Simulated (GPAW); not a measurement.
# Te K ELNES/XANES of zinc-blende (ZnTe)₁₋ₓ(CdTe)ₓ at x = 0.875 from DFT, part 2 of 2

What does the Te K edge look like in zinc-blende (ZnTe)₁₋ₓ(CdTe)ₓ at x = 0.875?

GPAW 26.7.0; X-ray absorption from dipole matrix elements to empty bands, plane-wave PAW PBE.

So far. Step 3 (Ground state of the crystal): The mesh shows a gap of 0.76 eV. The excited electron is kept all the same, so that all members of the series, with or without a gap, are treated alike.

## 5. Spectrum with XCH, Te atom 2

The holes are 9.1 Å apart. In GPAW the data set carries the hole's charge, so charge=0 means a charged cell and charge=-1 a neutral one. The excited electron is kept in the cell, where it fills the lowest empty states and screens the hole. After the field has converged, empty bands are computed with the density fixed and the dipole matrix elements are summed.

The absorber has 1 Zn at 2.67 Å and 3 Cd at 2.82 Å (distorted tetrahedral).

Input file xas.py:

```python
import numpy as np
from ase import Atoms
from ase.parallel import parprint, paropen
from gpaw import GPAW, PW, FermiDirac, Mixer, MixerDif, setup_paths
from gpaw.test import gen
setup_paths.insert(0, '.')
gen('Te', name='fch1s', xcname='PBE', corehole=(1, 0, 1), write_xml=True)
from gpaw.mpi import world
world.barrier()

atoms = Atoms('ZnTeCdTeCdTeCdTeCdTeCdTeCdTeCdTe',
    cell=[[0, 6.433875, 6.433875],
     [6.433875, 0, 6.433875],
     [6.433875, 6.433875, 0]],
    scaled_positions=[[0.0002098, 0.0000048, 0.9993618],
     [0.1198065, 0.1206534, 0.1186357],
     [0.0026216, 0.0027665, 0.4974435],
     [0.1216177, 0.1195913, 0.6402886],
     [0.0021022, 0.4994144, 0.0008495],
     [0.120472, 0.6407847, 0.1196984],
     [0.001827, 0.498458, 0.4988017],
     [0.1249968, 0.6262752, 0.6242393],
     [0.4983961, 0.0028034, 0.0007171],
     [0.641028, 0.1199841, 0.1196776],
     [0.5007656, 0.0000858, 0.4988153],
     [0.6260486, 0.1257623, 0.6242556],
     [0.499512, 0.4989771, 0.9997641],
     [0.6256812, 0.626078, 0.1228662],
     [0.4996587, 0.5005148, 0.4973952],
     [0.625572, 0.6240572, 0.6234072]],
    pbc=True)
atoms.calc = calc = GPAW(legacy_gpaw=True, mode=PW(400, force_complex_dtype=True), xc='PBE', setups={1: 'fch1s'},
    kpts={'size': (3, 3, 3), 'gamma': True}, occupations=FermiDirac(0.04),
    charge=-1, mixer=Mixer(0.1, 5, 50), maxiter=150,
    convergence={'density': 0.0001, 'eigenstates': 1e-6}, txt='scf.txt')
energy = atoms.get_potential_energy() + calc.get_reference_energy()
ef = calc.get_fermi_level()
out = dict(energy=energy, fermi=ef, forces=atoms.get_forces().tolist())
parprint(f'all-electron energy {energy:.4f} eV, Fermi level {ef:.4f} eV')
ev = np.array([[calc.get_eigenvalues(k, s) for k in range(len(calc.get_ibz_k_points()))] for s in range(calc.get_number_of_spins())])
out['homo'], out['lumo'], out['counts'] = ev[ev < ef].max(), ev[ev > ef].min(), sorted(set((ev < ef).sum((0, 2)).tolist()))
out['filled'] = (ev[:, 0] < ef).sum(1).tolist()

from ase.units import Ha
from gpaw.xas import dipole_matrix_elements
nb = int(calc.get_number_of_electrons() / 2) + 271
top, nb = nb, nb + 8 + nb // 12
nscf = calc.fixed_density(kpts={'size': (3, 3, 3), 'gamma': True}, nbands=nb,
    convergence={'bands': top, 'eigenstates': 5e-3}, maxiter=60, txt='nscf.txt')
cell = atoms.cell.array
ops = [cell.T @ U.T @ np.linalg.inv(cell.T) for U in nscf.wfs.kd.symmetry.op_scc]
filled = [72]  # bands filled in the ground state, by spin
E = np.arange(-6, 30, 0.1)
fwhm = np.interp(E, [4, 25], [9.89, 9.89])
Y, X, zero, highest = 0, 0, 1e9, 1e9
for spin in range(nscf.get_number_of_spins()):
    wfs = nscf.wfs
    mine = wfs.bd.get_slice()  # this rank's bands
    A = dipole_matrix_elements(wfs.setups[1])
    eps = np.zeros((wfs.kd.nibzkpts, nb))
    d = np.zeros((3, A.shape[1], wfs.kd.nibzkpts, nb), complex)
    for kpt in wfs.kpt_u:
        if kpt.s == spin and 1 in kpt.P_ani:
            eps[kpt.k, mine] = kpt.eps_n * Ha
            d[:, :, kpt.k, mine] = (kpt.weight * wfs.nspins / 2) ** 0.5 * np.inner(A, kpt.P_ani[1])
    world.sum(eps)
    world.sum(d)
    T = np.einsum('amkn,bmkn->abkn', d, d.conj()).real
    T = sum(np.einsum('ai,ijkn,bj->abkn', R, T, R) for R in ops) / len(ops)
    empty = np.ones_like(eps, bool) & (np.arange(nb) >= filled[spin])
    zero, highest = min(zero, eps[empty].min()), min(highest, eps[:, top - 1].min())
    lines = [(eps, T, empty)] if spin == 0 else lines + [(eps, T, empty)]
for eps, T, empty in lines:
    f = np.einsum('aakn->akn', T).reshape(3, -1)
    x = eps.ravel() - zero
    w = np.interp(x, E, fwhm) / 2.35482
    g = np.exp(-0.5 * ((E[:, None] - x) / w) ** 2) / (w * (2 * np.pi) ** 0.5)
    Y = Y + (f * empty.ravel()) @ g.T
    X = X + (f * ~empty.ravel()) @ g.T
out.update(E=E.round(2).tolist(), xas=Y.tolist(), xes=X.tolist(), zero=zero, valid=highest - zero, nk=len(eps), nb=nb)
for i in range(0, len(E), 10):
    parprint(f'{E[i]:7.2f}', *(f'{v:10.3e}' for v in Y[:, i]))
import json
with paropen('out.json', 'w') as f:
    json.dump(out, f)
```

Launch:

```console
$ OMP_NUM_THREADS=1 mpirun -n 4 gpaw python xas.py
```

Numbers of over 12 decimals in the logs are rounded to 6 here.

Output:

```text
Input parameters:
  charge: -1
  convergence: {density: 0.0001,
                eigenstates: 1e-06}
  kpts: {gamma: True,
         size: (3, 3, 3)}
  maxiter: 150
  mixer: {backend: pulay,
          beta: 0.1,
          method: separate,
          nmaxold: 5,
          weight: 50}
  mode: {ecut: 400.0,
         force_complex_dtype: True,
         name: pw}
  occupations: {fixmagmom: False,
                name: fermi-dirac,
                width: 0.04}
  setups: {1: fch1s}
  xc: PBE

Initialize ...

[... PAW data sets ...]

Reference energy: -2560476.610089  # eV

Spin-paired calculation

[... convergence settings ...]
Symmetries present (total): 1
  [... symmetry matrices ...]

27 k-points: 3 x 3 x 3 Monkhorst-Pack grid
14 k-points in the irreducible part of the Brillouin zone
       k-points in crystal coordinates                weights
   0:     0.00000000    0.00000000    0.00000000          1/27
   1:     0.00000000    0.00000000    0.33333333          2/27
   2:     0.00000000    0.33333333   -0.33333333          2/27
   3:     0.00000000    0.33333333    0.00000000          2/27
   4:     0.00000000    0.33333333    0.33333333          2/27
   5:     0.33333333   -0.33333333   -0.33333333          2/27
   6:     0.33333333   -0.33333333    0.00000000          2/27
   7:     0.33333333   -0.33333333    0.33333333          2/27
   8:     0.33333333    0.00000000   -0.33333333          2/27
   9:     0.33333333    0.00000000    0.00000000          2/27
          ...
  13:     0.33333333    0.33333333    0.33333333          2/27

Wave functions: Plane wave expansion
  Cutoff energy: 400.000 eV
  Number of coefficients (min, max): 9653, 9721
  Pulay-stress correction: 0.000000 eV/Ang^3 (de/decut=0.000000)
  Using FFTW library
  Wavefunction extrapolation:
    Improved wavefunction reuse through dual PAW basis

Occupation numbers: Fermi-Dirac:
  width: 0.0400  # eV

Eigensolver
   Davidson(niter=2)

Densities:
  Coarse grid: 42*42*42 grid
  Fine grid: 84*84*84 grid
  Total Charge: 0.000000

Density mixing:
  Method: separate
  Backend: pulay
  Linear mixing parameter: 0.1
  old densities: 5
  Width of damping distribution: 1.1
  Damping of long wavelength oscillations: 50

[... Hamiltonian set-up ...]
Number of atoms: 16
Number of atomic orbitals: 104
Number of bands in calculation: 91
Number of valence electrons: 145
Bands to converge: occupied

... initialized

Initializing position-dependent things.

Density initialized from atomic densities
Creating initial wave functions:
  91 bands from LCAO basis set

                               Te
                     Te             Cd

                          Cd
                       Te
              Te
                             Te
                   CTe
         Cd             Cd

               Cd     Te
                          Zn
            Te   Cd

Atomic positions and initial magnetic moments

Positions:
   0 Zn     6.429800    6.431119    0.001381    ( 0.0000,  0.0000,  0.0000)
   1 Te     1.539556    1.534107    1.547089    ( 0.0000,  0.0000,  0.0000)
   2 Cd     3.218289    3.217356    0.034666    ( 0.0000,  0.0000,  0.0000)
   3 Te     4.888972    4.902010    1.551909    ( 0.0000,  0.0000,  0.0000)
   4 Cd     3.218635    0.018991    3.226695    ( 0.0000,  0.0000,  0.0000)
   5 Te     4.892853    1.545226    4.897830    ( 0.0000,  0.0000,  0.0000)
   6 Cd     6.416244    3.220982    3.218771    ( 0.0000,  0.0000,  0.0000)
[...]
13 Te     4.818613    4.816060    8.053662    ( 0.0000,  0.0000,  0.0000)
  14 Cd     6.420428    6.414920    6.434991    ( 0.0000,  0.0000,  0.0000)
  15 Te     8.026030    8.035776    8.039958    ( 0.0000,  0.0000,  0.0000)

Unit cell:
           periodic     x           y           z      points  spacing
  1. axis:    yes    0.000000    6.433875    6.433875    42     0.1769
  2. axis:    yes    6.433875    0.000000    6.433875    42     0.1769
  3. axis:    yes    6.433875    6.433875    0.000000    42     0.1769

  Lengths:   9.098873   9.098873   9.098873
  Angles:   60.000000  60.000000  60.000000

Effective grid spacing dv^(1/3) = 0.1930

iter:   1   -51.393902
iter:   2   -49.993803   -1.03  -1.27
iter:   3   -47.972292   -1.22  -1.33
iter:   4   -47.946927   -2.66  -1.58
iter:   5   -48.014035c  -2.65  -1.59
iter:   6   -47.904623   -2.49  -1.93
iter:   7   -47.897426   -3.82  -2.33
iter:   8   -47.897683c  -4.52  -2.72
iter:   9   -47.897285c  -4.74  -2.96
iter:  10   -47.897180c  -5.44  -3.29
iter:  11   -47.897171c  -6.01c -3.45
iter:  12   -47.897162c  -6.52c -3.55
iter:  13   -47.897160c  -6.31c -3.64
iter:  14   -47.897164c  -7.04c -3.99
iter:  15   -47.897147c  -6.98c -4.29c

Converged after 15 iterations.

Dipole moment: (-42.492186, -42.708593, -43.604492) |e|*Ang

Energy contributions relative to reference atoms: (reference = -2560476.610089)

Kinetic:       +181.099005
Potential:     -167.874058
External:        +0.000000
XC:             -63.453770
Entropy (-ST):   -0.012458
Local:           +2.337904
SIC:             +0.000000
--------------------------
Free energy:    -47.903377
Extrapolated:   -47.897147

Showing only first 2 kpts
 Kpt  Band  Eigenvalues  Occupancy
  0    70      3.76517    2.00000
  0    71      3.78471    2.00000
  0    72      4.31954    2.00000
  0    73      5.43581    1.96873

  1    70      3.57704    2.00000
  1    71      3.58353    2.00000
  1    72      5.19413    1.99992
[...]
Fermi level: 5.60151

No gap
No difference between direct/indirect transitions

Forces in eV/Ang:
  0 Zn   -0.44182   -0.44109   -0.44552
  1 Te   -0.07823   -0.08115   -0.08547
  2 Cd    0.44841    0.44546   -0.34954
  3 Te    0.02160    0.01565    0.06749
  4 Cd    0.44392   -0.35061    0.45006
  5 Te    0.02023    0.06970    0.02383
  6 Cd   -0.04638   -0.03640   -0.03214
[...]
13 Te   -0.01013   -0.01982   -0.03229
 14 Cd    0.03869    0.03772    0.03495
 15 Te    0.02427    0.02384    0.01610
Scalar-relativistic atomic PBE calculation for Te (Tellurium, Z=52)
Core hole in 1s state (1s occupation: 1.0)
750 radial gridpoints.
|------------------------------------------------|
|------------------------------------------------|
[... the atom generator's iteration count ...]

Energy contributions:
-------------------------
Kinetic:    +5837.300854
XC:          -157.825395
Potential: -11297.295547
-------------------------
Total:      -5617.820089

state      eigenvalue         ekin         rmax
-----------------------------------------------
1s^1.0 : -1186.592786  1496.476856        0.018
2s^2.0 :  -185.199412   318.833754        0.100
2p^6.0 :  -168.155525   303.034527        0.080
3s^2.0 :   -37.696878    93.121434        0.288
3p^6.0 :   -31.889897    86.890351        0.280
3d^10.0:   -22.675085    79.763418        0.232
4s^2.0 :    -6.895748    26.345077        0.685
4p^6.0 :    -5.034984    22.890747        0.716
4d^10.0:    -2.209861    16.808328        0.777
5s^2.0 :    -0.953543     4.579225        1.703
5p^4.0 :    -0.564984     3.113453        1.982
-----------------------------------------------
(units: Bohr and Hartree)

Generating PAW setup
Kinetic energy of the core from tauc = 5976.270195976879
Cutoffs:
rc(s)=2.230
rc(p)=2.260
rc(d)=2.340
rc(vbar)=2.160
rc(comp)=2.160
rc(nct)=2.340

Kinetic energy of the core states: 5815.688593
Charge: 1.0
Core electrons: 45.0
Valence electrons: 6.0
Pseudo-core charge: 1.294972
Shape function alpha=2.143
Pseudo-electron charge 8.213287
state    eigenvalue         norm
--------------------------------
5s(2) :    -0.953543     1.327979
*s    :     0.046457
5p(4) :    -0.564984     1.065589
*p    :     0.435016
*d    :     0.000000
--------------------------------

Diagonalizing with gridspacing h=0.050

state   all-electron     PAW
-------------------------------
5s:      -0.953543    -0.958612
5p:      -0.564984    -0.567648
*d:                   -0.148396
*f:                   -0.023744
-------------------------------
all-electron energy -2560524.5072 eV, Fermi level 5.6015 eV
[...]
27.00  1.219e-08  1.221e-08  1.219e-08
  28.00  1.211e-08  1.215e-08  1.212e-08
  29.00  1.190e-08  1.195e-08  1.191e-08
```

Run time: 4.6 min. Hardware: 4 MPI ranks of AMD EPYC 7R13 (Zen 3), shared host; peak memory 0.9 GiB; 19 min of CPU time.

The Te K spectrum, Te atom 2, excited-electron core hole (neutral cell) (energy from the bottom of the conduction band, which holds the excited electron; intensity scaled to a mean of 1 over the first 20 eV):

| E (eV) | intensity |
| --- | --- |
| -2.0 | 0.34 |
| -0.5 | 0.51 |
| 1.0 | 0.70 |
| 2.5 | 0.87 |
| 4.0 | 1.01 |
| 5.5 | 1.08 |
| 7.0 | 1.11 |
| 8.5 | 1.09 |
| 10.0 | 1.06 |
| 11.5 | 1.03 |
| 13.0 | 1.01 |
| 14.5 | 1.01 |
| 16.0 | 1.02 |
| 17.5 | 1.03 |
| 19.0 | 1.04 |
| 20.5 | 1.04 |
| 22.0 | 1.04 |
| 23.5 | 1.04 |
| 25.0 | 1.04 |
| 26.5 | 1.05 |
| 28.0 | 1.04 |
| 29.5 | 1.01 |

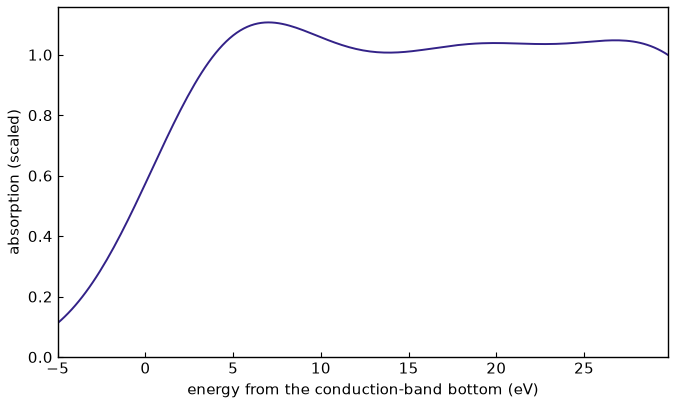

The Te K edge, Te atom 2, excited-electron core hole (neutral cell): main maxima at 7.0 eV.

Main maxima below 24 eV (height): 7.0 eV (1.11). A K edge sees empty p states on the absorber.

The energy difference (zero at 31914 eV) isn't read as a photon energy: for so heavy an absorber the terms left out (the hole's spin, the functional's error) amount to tens of eV or more.

## 6. Cell without a hole, the energy reference

The absorbing element, whose data set is made anew, changes for the next run, so it gets a reference energy of its own.

Input file scf.py:

```python
import numpy as np
from ase import Atoms
from ase.parallel import parprint, paropen
from gpaw import GPAW, PW, FermiDirac, Mixer, MixerDif, setup_paths
from gpaw.test import gen
setup_paths.insert(0, '.')
gen('Zn', name='nch1s', xcname='PBE', corehole=(1, 0, 0), write_xml=True)
from gpaw.mpi import world
world.barrier()

atoms = Atoms('ZnTeCdTeCdTeCdTeCdTeCdTeCdTeCdTe',
    cell=[[0, 6.433875, 6.433875],
     [6.433875, 0, 6.433875],
     [6.433875, 6.433875, 0]],
    scaled_positions=[[0.0002098, 0.0000048, 0.9993618],
     [0.1198065, 0.1206534, 0.1186357],
     [0.0026216, 0.0027665, 0.4974435],
     [0.1216177, 0.1195913, 0.6402886],
     [0.0021022, 0.4994144, 0.0008495],
     [0.120472, 0.6407847, 0.1196984],
     [0.001827, 0.498458, 0.4988017],
     [0.1249968, 0.6262752, 0.6242393],
     [0.4983961, 0.0028034, 0.0007171],
     [0.641028, 0.1199841, 0.1196776],
     [0.5007656, 0.0000858, 0.4988153],
     [0.6260486, 0.1257623, 0.6242556],
     [0.499512, 0.4989771, 0.9997641],
     [0.6256812, 0.626078, 0.1228662],
     [0.4996587, 0.5005148, 0.4973952],
     [0.625572, 0.6240572, 0.6234072]],
    pbc=True)
atoms.calc = calc = GPAW(legacy_gpaw=True, mode=PW(400, force_complex_dtype=True), xc='PBE', setups={0: 'nch1s'},
    kpts={'size': (3, 3, 3), 'gamma': True}, occupations=FermiDirac(0.02),
    charge=0, mixer=Mixer(0.1, 5, 50), maxiter=150,
    convergence={'density': 0.0001, 'eigenstates': 1e-6}, txt='scf.txt')
energy = atoms.get_potential_energy() + calc.get_reference_energy()
ef = calc.get_fermi_level()
out = dict(energy=energy, fermi=ef, forces=atoms.get_forces().tolist())
parprint(f'all-electron energy {energy:.4f} eV, Fermi level {ef:.4f} eV')
ev = np.array([[calc.get_eigenvalues(k, s) for k in range(len(calc.get_ibz_k_points()))] for s in range(calc.get_number_of_spins())])
out['homo'], out['lumo'], out['counts'] = ev[ev < ef].max(), ev[ev > ef].min(), sorted(set((ev < ef).sum((0, 2)).tolist()))
out['filled'] = (ev[:, 0] < ef).sum(1).tolist()
import json
with paropen('out.json', 'w') as f:
    json.dump(out, f)
```

Launch:

```console
$ OMP_NUM_THREADS=1 mpirun -n 4 gpaw python scf.py
```

Output:

```text
Input parameters:
  convergence: {density: 0.0001,
                eigenstates: 1e-06}
  kpts: {gamma: True,
         size: (3, 3, 3)}
  maxiter: 150
  mixer: {backend: pulay,
          beta: 0.1,
          method: separate,
          nmaxold: 5,
          weight: 50}
  mode: {ecut: 400.0,
         force_complex_dtype: True,
         name: pw}
  occupations: {fixmagmom: False,
                name: fermi-dirac,
[...]
*s    :     0.780349
4p(0) :    -0.041035     1.007410
*p    :     0.958965
3d(10):    -0.372700     0.153765
*d    :     0.627300
--------------------------------

Diagonalizing with gridspacing h=0.050

state   all-electron     PAW
-------------------------------
4s:      -0.219651    -0.219820
4p:      -0.041035    -0.041071
3d:      -0.372700    -0.373322
*f:                    0.071886
-------------------------------
all-electron energy -2592438.3597 eV, Fermi level 4.1731 eV
[key lines of the parts left out:]
Converged after 14 iterations.
Dipole moment: (-41.602916, -41.813607, -42.721023) |e|*Ang
Free energy:    -39.736477
Fermi level: 4.17312
```

Run time: 64 s. Hardware: 4 MPI ranks; peak memory 0.42 GiB.

Reference energy: -2592438.360 eV with the cores included.

## 7. Spectrum with XCH, Zn atom 1

The holes are 9.1 Å apart. The excited electron is kept in the cell, where it fills the lowest empty states and screens the hole. After the field has converged, empty bands are computed with the density fixed and the dipole matrix elements are summed.

The absorber has 4 Te at 2.67 Å (tetrahedral).

xas.py: that of step 5 with these lines changed.

```diff
@@ -6,3 +6,3 @@
 setup_paths.insert(0, '.')
-gen('Te', name='fch1s', xcname='PBE', corehole=(1, 0, 1), write_xml=True)
+gen('Zn', name='fch1s', xcname='PBE', corehole=(1, 0, 1), write_xml=True)
 from gpaw.mpi import world
@@ -31,3 +31,3 @@
     pbc=True)
-atoms.calc = calc = GPAW(legacy_gpaw=True, mode=PW(400, force_complex_dtype=True), xc='PBE', setups={1: 'fch1s'},
+atoms.calc = calc = GPAW(legacy_gpaw=True, mode=PW(400, force_complex_dtype=True), xc='PBE', setups={0: 'fch1s'},
     kpts={'size': (3, 3, 3), 'gamma': True}, occupations=FermiDirac(0.04),
@@ -53,3 +53,3 @@
 E = np.arange(-6, 30, 0.1)
-fwhm = np.interp(E, [4, 25], [9.89, 9.89])
+fwhm = np.interp(E, [4, 25], [1.67, 3.5])
 Y, X, zero, highest = 0, 0, 1e9, 1e9
@@ -58,3 +58,3 @@
     mine = wfs.bd.get_slice()  # this rank's bands
-    A = dipole_matrix_elements(wfs.setups[1])
+    A = dipole_matrix_elements(wfs.setups[0])
     eps = np.zeros((wfs.kd.nibzkpts, nb))
@@ -62,5 +62,5 @@
     for kpt in wfs.kpt_u:
-        if kpt.s == spin and 1 in kpt.P_ani:
+        if kpt.s == spin and 0 in kpt.P_ani:
             eps[kpt.k, mine] = kpt.eps_n * Ha
-            d[:, :, kpt.k, mine] = (kpt.weight * wfs.nspins / 2) ** 0.5 * np.inner(A, kpt.P_ani[1])
+            d[:, :, kpt.k, mine] = (kpt.weight * wfs.nspins / 2) ** 0.5 * np.inner(A, kpt.P_ani[0])
     world.sum(eps)
```

Launch:

```console
$ OMP_NUM_THREADS=1 mpirun -n 4 gpaw python xas.py
```

Output:

```text
Input parameters:
  charge: -1
  convergence: {density: 0.0001,
                eigenstates: 1e-06}
  kpts: {gamma: True,
         size: (3, 3, 3)}
  maxiter: 150
  mixer: {backend: pulay,
          beta: 0.1,
          method: separate,
          nmaxold: 5,
          weight: 50}
  mode: {ecut: 400.0,
         force_complex_dtype: True,
         name: pw}
  occupations: {fixmagmom: False,
[...]
*d    :    -0.022506
--------------------------------

Diagonalizing with gridspacing h=0.050

state   all-electron     PAW
-------------------------------
4s:      -0.591866    -0.592148
4p:      -0.335189    -0.335391
3d:      -1.022506    -1.022962
*f:                   -0.019081
-------------------------------
all-electron energy -2582746.2112 eV, Fermi level 5.5010 eV
[...]
28.00  1.467e-07  1.467e-07  1.467e-07
  29.00  1.346e-07  1.346e-07  1.346e-07
[key lines of the parts left out:]
Converged after 15 iterations.
Dipole moment: (-41.599222, -41.814162, -42.738331) |e|*Ang
Free energy:    -46.370510
Fermi level: 5.50095
```

The job ended after 4.6 min (4 MPI ranks; peak memory 0.89 GiB; 18 min of CPU time).

The Zn K spectrum, Zn atom 1, excited-electron core hole (neutral cell) (energy from the bottom of the conduction band, which holds the excited electron; intensity scaled to a mean of 1 over the first 20 eV):

| E (eV) | intensity |
| --- | --- |
| -2.0 | 0.00 |
| -0.5 | 0.01 |
| 1.0 | 0.22 |
| 2.5 | 1.06 |
| 4.0 | 1.85 |
| 5.5 | 1.51 |
| 7.0 | 1.04 |
| 8.5 | 1.09 |
| 10.0 | 1.29 |
| 11.5 | 0.99 |
| 13.0 | 0.82 |
| 14.5 | 0.77 |
| 16.0 | 0.70 |
| 17.5 | 0.86 |
| 19.0 | 0.91 |
| 20.5 | 0.93 |
| 22.0 | 0.90 |
| 23.5 | 0.85 |
| 25.0 | 0.97 |
| 26.5 | 1.05 |
| 28.0 | 0.93 |
| 29.5 | 0.84 |

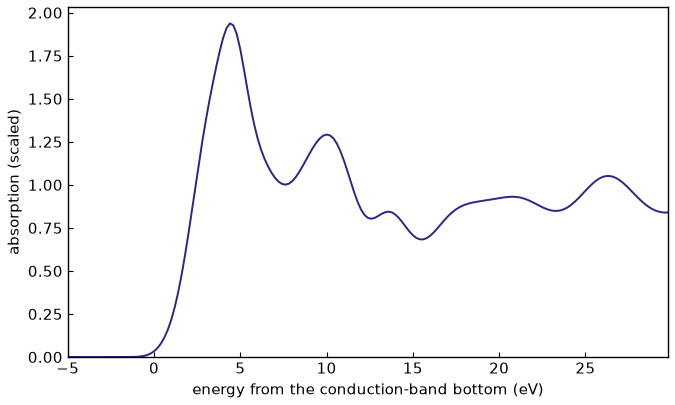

The Zn K edge, Zn atom 1, excited-electron core hole (neutral cell): main maxima at 4.4, 10.0 and 26.4 eV.

Main maxima below 29 eV (height): 4.4 eV (1.94), 10.0 eV (1.29), 13.6 eV (0.84), 20.8 eV (0.93) and 26.4 eV (1.05). 

The total-energy difference is 9692.15 eV. One term is added: -30.96 eV, since the hole is spin-paired here and a spin-polarised one costs that much less in the free atom (computed apart). The photon energy is then 9661.19 eV. The tabulated edge of the element is 9659 eV. The functional leaves an error of a few eV in such absolute values.

## 8. Outcome

| Quantity | Value |
| --- | --- |
| absorber and edge | Te K, atom 2 of the ground-state input (counted from 1) |
| surroundings | 1 Zn at 2.67 Å and 3 Cd at 2.82 Å (distorted tetrahedral) |
| highest intensity below 24 eV | 7.0 eV above the zero, height 1.11 |

**Reading.** The Te K edge of atom 2, with 1 Zn at 2.67 Å and 3 Cd at 2.82 Å (distorted tetrahedral), has its highest intensity of the first 24 eV at 7.0 eV above the zero, 1.1 times the mean level of the first 20 eV (Gaussian full width 9.89 eV). The script folds with a Gaussian, whereas the core hole's own line is a Lorentzian, so the onset is too steep and the first peak too high.

[Banner, clock and machine lines of the logs are left out without a mark of their own.]

[Logs are printed without paths, hosts, clocks, repeated set-up lines and the standing remarks that a program may print on its own settings, such as how far it seeks lower states.]

[Hosts, paths, dates, database ids (printed as entryN), source tags and the programs' standing remarks are cut or masked in the printed files.]

[Lists of maxima count a maximum above −3 eV only where it reaches 4 % of the highest in the window and stands out from its surroundings by 2 % of it (1.5 % where it reaches 55 %); shoulders and weaker maxima are passed over, and of the rest the first, up to two pre-edge ones and the few strongest are named.]
